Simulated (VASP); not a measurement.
Band structure of MgTe (wurtzite). Computed with LDA (Ceperley-Alder, Perdew-Zunger), VASP's LDA PAW potentials (set 64) (plane waves; VASP 6.6.1).

Unless said otherwise, spin-orbit coupling is left out, though it shifts the bands of the heavy elements here.

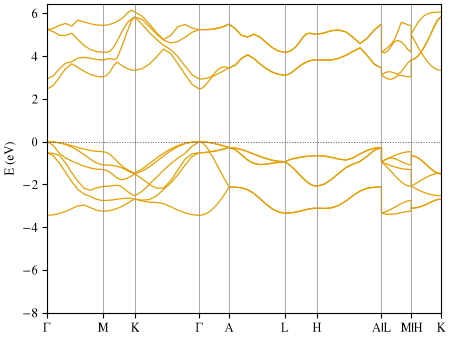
Fig. 1. Bands along high-symmetry lines, zero at the valence-band maximum or, without a gap, the Fermi level

Q: Read the plot: is there a gap, and where are the band edges?

A: The gap is direct, 2.46 eV, from the valence maximum at Γ to the conduction minimum at Γ. (Edges off the drawn lines would not show.)

The compound is MgTe in the wurtzite structure. It was relaxed first.
